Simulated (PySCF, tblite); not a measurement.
**C3H5N, a complex of two parts: NMR shifts, interaction energy, infrared bands, spin-spin couplings and electronic excitations, part 1 of 3**

Wanted: the NMR shifts, interaction energy, infrared bands, spin-spin couplings and electronic excitations for `C#C` with `C=N`.

Computed with tblite 0.8.0 and PySCF 2.14.0; each step states its level. No surroundings beyond the atoms listed, unless a continuum is named. Atoms count from 0, parts from 1.

## (1) Starting point

9 atoms, charge 0, multiplicity 1; geometry: rigid parts in contact. Parts: 1 = atoms 0–3, `C#C`, charge 0; 2 = atoms 4–8, `C=N`, charge 0.

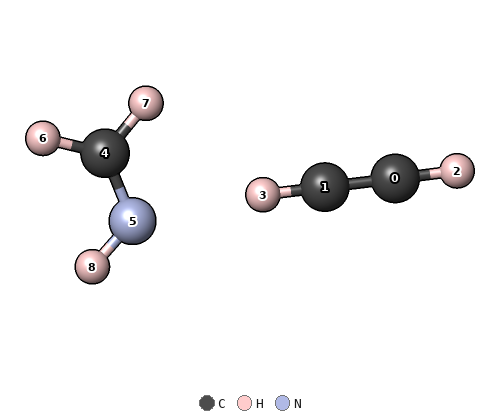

The starting geometry (carbon dark grey, hydrogen pink, nitrogen light blue), atoms numbered.

## (2) Bringing the parts together with GFN2-xTB

The job: settings as JSON, then the geometry in Å.

```
{"job": {"kind": "dock", "xc": "GFN2-xTB", "basis": "xTB"}, "charge": 0, "multiplicity": 1, "parts": [{"atoms": "0-3", "charge": 0, "multiplicity": 1}, {"atoms": "4-8", "charge": 0, "multiplicity": 1}]}
C      0.588685    -0.048469     0.085716
C     -0.588688     0.048426    -0.085722
H      1.623960    -0.133693     0.236716
H     -1.623957     0.133736    -0.236710
C     -3.903315     0.839272    -1.618350
N     -3.733703    -0.261905    -1.054909
H     -4.863657     1.306289    -1.863551
H     -3.021450     1.402440    -1.899549
H     -4.584631    -0.765462    -0.804717
```

Level: GFN2-xTB search for minima from random contacts, gas phase.

Run with:

```
$ OMP_NUM_THREADS=1 python cluster_run.py task.json out
```

This one command runs all jobs of the session in turn.

Output:

```text
step      E/eV     max force
  0    -319.61473    0.123
  1    -319.61509    0.123
  2    -319.61568    0.130
  3    -319.61616    0.325
  4    -319.61705    0.123
  5    -319.61767    0.101
  6    -319.61864    0.136
  7    -319.61923    0.094
  8    -319.62013    0.118
  9    -319.62138    0.166
 10    -319.62343    0.218
 11    -319.62647    0.263
 12    -319.63065    0.256
 13    -319.63546    0.218
 14    -319.63980    0.196
 15    -319.64206    0.108
 16    -319.64346    0.096
 17    -319.64432    0.084
 18    -319.64484    0.085
 19    -319.64508    0.084
 20    -319.64520    0.024
 21    -319.64526    0.019
 22    -319.64528    0.037
 23    -319.64531    0.029
 24    -319.64533    0.011

distinct minima (kcal/mol above the one taken): 0.00 0.18 1.14 1.56
by PBE0-D3(BJ)/def2-SVP single points: 0.00 0.31 2.83 4.58
binding energy -2.773 kcal/mol
```

It took 6.2 s on 1 thread of Arm Neoverse V1, shared host.

Step by step:

```
step  energy from step 0 (eV)  largest force (eV/Å)
   0                   0.0000                0.1231
   1                  -0.0004                0.1229
   2                  -0.0009                0.1297
   3                  -0.0014                0.3255
   4                  -0.0023                0.1236
   5                  -0.0029                0.1017
   6                  -0.0039                0.1356
   7                  -0.0045                0.0937
   8                  -0.0054                0.1186
   9                  -0.0066                0.1658
  10                  -0.0087                0.2180
  11                  -0.0117                0.2635
  12                  -0.0159                0.2561
  13                  -0.0207                0.2179
  14                  -0.0251                0.1957
  15                  -0.0273                0.1079
  16                  -0.0287                0.0962
  17                  -0.0296                0.0842
  18                  -0.0301                0.0851
  19                  -0.0303                0.0842
  20                  -0.0305                0.0237
  21                  -0.0305                0.0198
  22                  -0.0306                0.0380
  23                  -0.0306                0.0291
  24                  -0.0306                0.0117
```

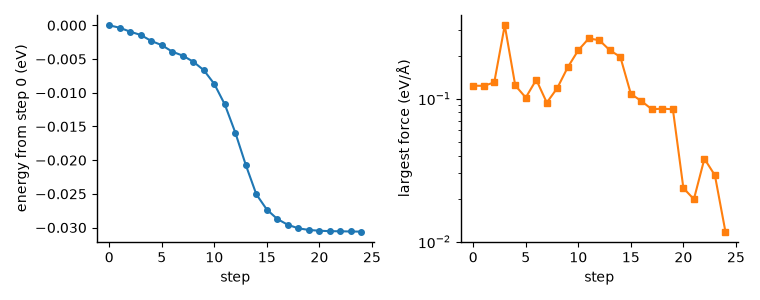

Energy and force, step by step.

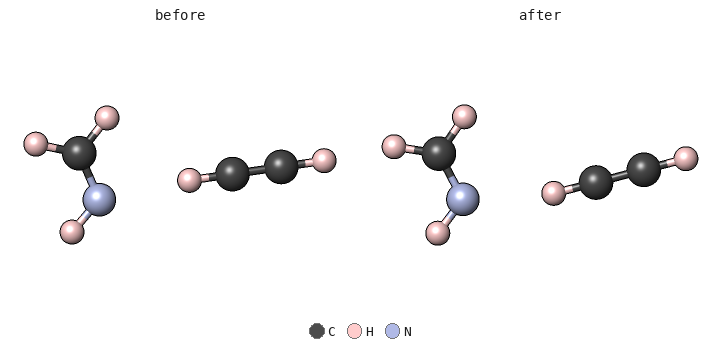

Before and after, at one scale.

Distances of close pairs at the start and the end, largest changes first:

```
 bond  before (Å)  after (Å)  change (Å)
C1–H3       1.050      1.054      +0.004
C4–H6       1.096      1.095      -0.001
C4–N5       1.249      1.250      +0.001
C0–C1       1.194      1.195      +0.001
C0–H2       1.050      1.050      +0.001
C4–H7       1.083      1.084      +0.000
N5–H8       1.020      1.020      -0.000
```

Contacts between the parts in the structure taken on (a selection, picked against the atoms' radii; other short pairs can be missing):

```
  atoms  distance (Å)  kind (by distance and angle)  angle (°)
H3···N5          2.20            weak hydrogen bond        169
```

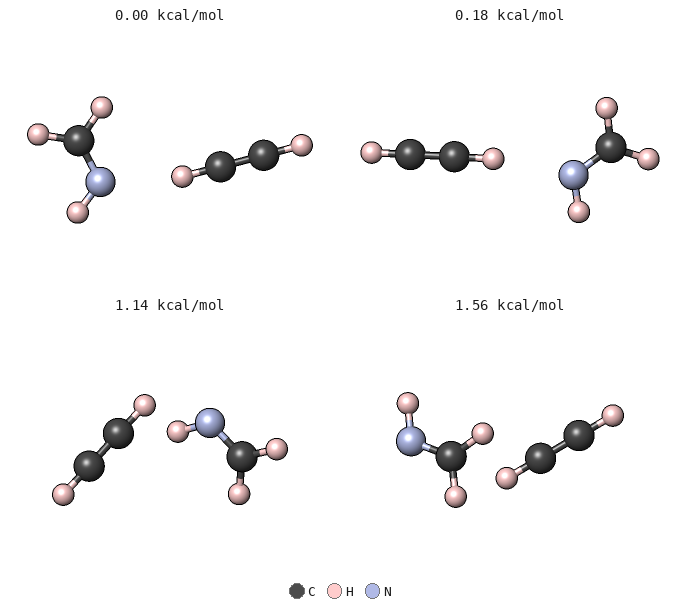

The minima found from 6 starts, with xTB energies counted from the lowest.

## (3) Geometry optimisation at PBE0-D3(BJ)/def2-SVPD

The job: settings as JSON, then the geometry in Å.

```
{"job": {"xc": "PBE0", "basis": "def2-SVPD", "d3": "d3bj", "grid": 2, "kind": "geom", "shake": 0.01}, "charge": 0, "multiplicity": 1, "parts": [{"atoms": "0-3", "charge": 0, "multiplicity": 1}, {"atoms": "4-8", "charge": 0, "multiplicity": 1}]}
C      0.624891    -0.074625     0.100037
C     -0.575629    -0.149322    -0.102869
H      1.616753     0.030213     0.262325
H     -1.571756    -0.220393    -0.285362
C     -3.944750     0.905879    -1.650288
N     -3.704693    -0.085704    -0.937109
H     -4.907765     1.201570    -2.041955
H     -3.098959     1.573132    -1.891727
H     -4.500600    -0.683264    -0.702677
```

Output:

```text
step   0  E = -171.62305736  max force = 0.082295
step   1  E = -171.63163256  max force = 0.006370
step   2  E = -171.63170033  max force = 0.002617
step   3  E = -171.63173614  max force = 0.003587
step   4  E = -171.63175658  max force = 0.000501
step   5  E = -171.63176110  max force = 0.000523
step   6  E = -171.63176871  max force = 0.000253
optimisation converged
```

Wall time 32 s (1 thread of Arm Neoverse V1, shared host); peak memory 0.54 GiB.

The steps of the relaxation:

```
step  energy from step 0 (eV)  largest force component (eV/Å)
   0                   0.0000                          4.2318
   1                  -0.2333                          0.3276
   2                  -0.2352                          0.1346
   3                  -0.2362                          0.1845
   4                  -0.2367                          0.0258
   5                  -0.2368                          0.0269
   6                  -0.2370                          0.0130
```

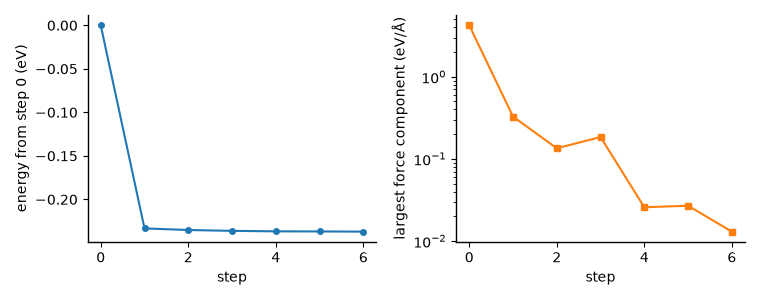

Energy and force, step by step.

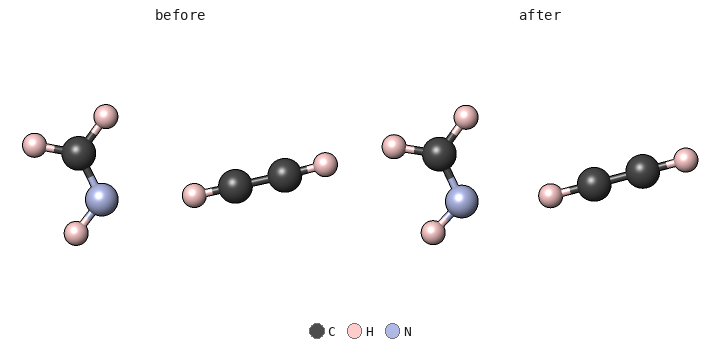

The geometry before (left) and after (right).

Close pairs (by a distance rule), those that changed most:

```
 bond  before (Å)  after (Å)  change (Å)
C1–H3       1.015      1.084      +0.069
C0–H2       1.011      1.073      +0.063
C4–H6       1.081      1.103      +0.022
C4–N5       1.245      1.265      +0.020
C0–C1       1.220      1.210      -0.010
C4–H7       1.104      1.099      -0.005
N5–H8       1.022      1.021      -0.001
```

The next job starts from the end point, and lists it.

```
                         at the end point                 value
  point group (found at 0.08 Å tolerance)                    Cs
rotational constants (GHz, main isotopes)  36.194, 2.064, 1.953
                        dipole moment (D)                  2.80
```

Contacts at the end point (a selection, picked against the atoms' radii; other short pairs can be missing):

```
  atoms  distance (Å)  kind (by distance and angle)  angle (°)
H3···N5          2.14            weak hydrogen bond        169
```

Against the parts relaxed at this level the binding energy is -5.24 kcal/mol, without counterpoise.

## (4) Nuclear shieldings: PBE0/pcSseg-2

The job: settings as JSON, then the geometry in Å.

```
{"job": {"kind": "nmr", "xc": "PBE0", "basis": "pcSseg-2"}, "charge": 0, "multiplicity": 1, "parts": [{"atoms": "0-3", "charge": 0, "multiplicity": 1}, {"atoms": "4-8", "charge": 0, "multiplicity": 1}]}
C      0.636373    -0.058711     0.004362
C     -0.556614    -0.168937    -0.163096
H      1.694869     0.035343     0.153724
H     -1.625734    -0.264805    -0.317051
C     -3.919626     0.909744    -1.554241
N     -3.697090    -0.113318    -0.845059
H     -4.910451     1.195683    -1.944307
H     -3.079881     1.571799    -1.809045
H     -4.544675    -0.655352    -0.669705
```

Level: GIAO PBE0/pcSseg-2 NMR shielding, non-relativistic, gas phase.

Output:

```text
coarse grid: 7424 points
cycle   1  E = -171.7639127249  dE =  1.645e-01  |g| = 4.283e-01  |ddm| = 2.052e+00
cycle   2  E = -171.7360609655  dE =  2.785e-02  |g| = 5.568e-01  |ddm| = 9.224e-01
cycle   3  E = -171.8044807391  dE = -6.842e-02  |g| = 1.415e-01  |ddm| = 5.691e-01
cycle   4  E = -171.8088494226  dE = -4.369e-03  |g| = 2.835e-02  |ddm| = 1.092e-01
cycle   5  E = -171.8089780766  dE = -1.287e-04  |g| = 1.650e-02  |ddm| = 3.829e-02
cycle   6  E = -171.8090439824  dE = -6.591e-05  |g| = 3.158e-03  |ddm| = 1.312e-02
cycle   7  E = -171.8090463954  dE = -2.413e-06  |g| = 3.155e-04  |ddm| = 2.749e-03
final grid: 71480 points
cycle   8  E = -171.8135037400  dE = -5.534e-05  |g| = 5.695e-03  |ddm| = 5.339e-02
cycle   9  E = -171.8135021978  dE =  1.542e-06  |g| = 6.433e-03  |ddm| = 1.071e-02
cycle  10  E = -171.8135110949  dE = -8.897e-06  |g| = 1.499e-03  |ddm| = 6.122e-03
cycle  11  E = -171.8135115765  dE = -4.816e-07  |g| = 3.472e-04  |ddm| = 1.157e-03
cycle  12  E = -171.8135116016  dE = -2.506e-08  |g| = 7.547e-05  |ddm| = 2.241e-04
cycle  13  E = -171.8135116023  dE = -6.908e-10  |g| = 5.264e-05  |ddm| = 8.492e-05
cycle  14  E = -171.8135116030  dE = -6.816e-10  |g| = 9.294e-06  |ddm| = 4.071e-05
converged SCF energy = -171.8135116030

GIAO shielding tensors (ppm)
atom      isotropic    diamagn.    paramagn.     s11        s22        s33       span
  0 C      109.465     265.875    -156.410     23.096     25.640    279.661    256.565
  1 C      101.024     258.577    -157.553     10.816     12.332    279.923    269.107
  2 H       30.143      33.151      -3.008     24.832     24.991     40.605     15.773
  3 H       27.015      31.203      -4.189     19.017     20.635     41.393     22.376
  4 C        8.272     248.701    -240.429   -110.801      1.846    133.771    244.572
  5 N     -117.050     320.982    -438.032   -467.766   -127.134    243.749    711.515
  6 H       23.198      23.555      -0.357     20.622     22.464     26.507      5.886
  7 H       23.364      33.408     -10.044     20.877     22.943     26.273      5.396
  8 H       20.447      26.858      -6.411     11.395     24.580     25.366     13.971

== part 1 alone, relaxed ==
coarse grid: 3416 points
cycle   1  E = -77.2288136533  dE =  9.596e-02  |g| = 3.220e-01  |ddm| = 1.409e+00
cycle   2  E = -77.2331158301  dE = -4.302e-03  |g| = 2.837e-01  |ddm| = 4.121e-01
cycle   3  E = -77.2543295077  dE = -2.121e-02  |g| = 1.524e-02  |ddm| = 2.580e-01
cycle   4  E = -77.2543914908  dE = -6.198e-05  |g| = 1.886e-03  |ddm| = 2.947e-02
cycle   5  E = -77.2543921596  dE = -6.687e-07  |g| = 8.202e-05  |ddm| = 3.442e-03
final grid: 33160 points
cycle   6  E = -77.2566734950  dE = -2.600e-05  |g| = 3.088e-03  |ddm| = 2.927e-02
cycle   7  E = -77.2566740342  dE = -5.393e-07  |g| = 2.791e-03  |ddm| = 6.244e-03
cycle   8  E = -77.2566761225  dE = -2.088e-06  |g| = 2.193e-04  |ddm| = 3.010e-03
cycle   9  E = -77.2566761105  dE =  1.202e-08  |g| = 3.012e-04  |ddm| = 3.304e-04
cycle  10  E = -77.2566761335  dE = -2.305e-08  |g| = 1.693e-05  |ddm| = 1.941e-04
cycle  11  E = -77.2566761336  dE = -5.974e-11  |g| = 4.889e-07  |ddm| = 8.872e-06
converged SCF energy = -77.2566761336

GIAO shielding tensors (ppm)
atom      isotropic    diamagn.    paramagn.     s11        s22        s33       span
  0 C      107.591     261.551    -153.960     21.844     21.845    279.084    257.239
  1 C      107.591     261.550    -153.959     21.845     21.845    279.084    257.239
  2 H       29.920      31.104      -1.185     24.818     24.818     40.123     15.306
  3 H       29.920      31.105      -1.185     24.818     24.818     40.124     15.306

== part 2 alone, relaxed ==
coarse grid: 4008 points
cycle   1  E = -94.5247266084  dE =  6.742e-02  |g| = 3.146e-01  |ddm| = 1.390e+00
cycle   2  E = -94.4829736239  dE =  4.175e-02  |g| = 5.403e-01  |ddm| = 6.517e-01
cycle   3  E = -94.5481620910  dE = -6.519e-02  |g| = 5.833e-02  |ddm| = 3.862e-01
cycle   4  E = -94.5488875126  dE = -7.254e-04  |g| = 2.114e-02  |ddm| = 4.518e-02
cycle   5  E = -94.5489912466  dE = -1.037e-04  |g| = 2.502e-03  |ddm| = 1.344e-02
cycle   6  E = -94.5489924741  dE = -1.227e-06  |g| = 4.225e-04  |ddm| = 1.605e-03
final grid: 38320 points
cycle   7  E = -94.5510270451  dE = -2.819e-05  |g| = 4.650e-03  |ddm| = 1.481e-02
cycle   8  E = -94.5510257304  dE =  1.315e-06  |g| = 5.330e-03  |ddm| = 6.649e-03
cycle   9  E = -94.5510318975  dE = -6.167e-06  |g| = 1.095e-03  |ddm| = 3.800e-03
cycle  10  E = -94.5510321549  dE = -2.575e-07  |g| = 2.455e-04  |ddm| = 6.534e-04
cycle  11  E = -94.5510321680  dE = -1.305e-08  |g| = 2.440e-05  |ddm| = 1.230e-04
cycle  12  E = -94.5510321681  dE = -1.136e-10  |g| = 3.710e-06  |ddm| = 1.832e-05
converged SCF energy = -94.5510321681

GIAO shielding tensors (ppm)
atom      isotropic    diamagn.    paramagn.     s11        s22        s33       span
  0 C        9.347     250.324    -240.977   -110.241      9.181    129.103    239.344
  1 N     -129.118     315.845    -444.964   -498.653   -134.784    246.082    744.735
  2 H       23.139      30.284      -7.145     20.324     22.528     26.565      6.241
  3 H       23.380      29.515      -6.134     21.649     23.348     25.144      3.496
  4 H       20.275      31.523     -11.248     10.025     25.351     25.448     15.423
```

It took 22 s on 1 thread of Arm Neoverse V1, shared host; peak memory 0.77 GiB.

No reference compound was run at this level, so shieldings alone are listed.

```
atoms                         environment  σ (ppm)
   C4             carbon bonded to N, 2 H      8.3
   C1               carbon bonded to C, H    101.0
   C0               carbon bonded to C, H    109.5
   H8  hydrogen on a nitrogen bonded to C    20.45
   H6    hydrogen on a carbon bonded to N    23.20
   H7    hydrogen on a carbon bonded to N    23.36
   H3    hydrogen on a carbon bonded to C    27.01
   H2    hydrogen on a carbon bonded to C    30.14
   N5             nitrogen bonded to C, H   -117.1
```

The run also stored atomic charges by several schemes (e):

```
atoms  Mulliken    IAO  Hirshfeld  ESP fit
   C0     -0.16  -0.24      -0.12    -0.44
   C1      0.02  -0.21      -0.11    -0.10
   C4      0.10  -0.09       0.03     0.05
   N5     -0.32  -0.42      -0.18    -0.46
```

IAO charges:

```
atom  value (e)
  C0      -0.24
  C1      -0.21
  H2       0.20
  H3       0.21
  C4      -0.09
  N5      -0.42
  H6       0.13
  H7       0.16
  H8       0.26
```

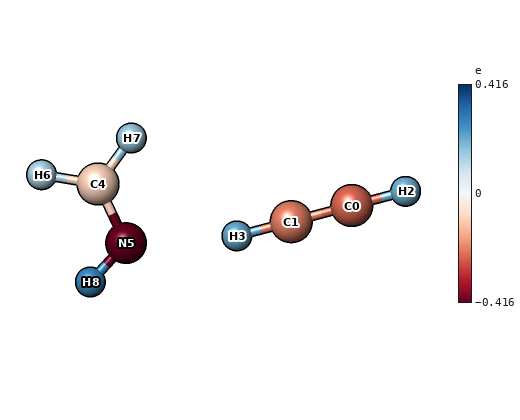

IAO charges, as colours on the atoms.

Mayer bond orders: C0–C1 2.67, C4–N5 1.99.

What binding changes (parts relaxed alone, same level, their own basis):

```
atom  σ alone (ppm)  σ in the cluster  shift on binding (ppm)
  N5        -129.12           -117.05                  -12.07
  C1         107.59            101.02                   +6.57
  C0         107.59            109.47                   -1.87
  C4           9.35              8.27                   +1.08
  H7          23.38             23.36                   +0.02
  H3          29.92             27.01                   +2.91
  H2          29.92             30.14                   -0.22
  H8          20.27             20.45                   -0.17
  H6          23.14             23.20                   -0.06
```

(Continued in part 2 of 3.)
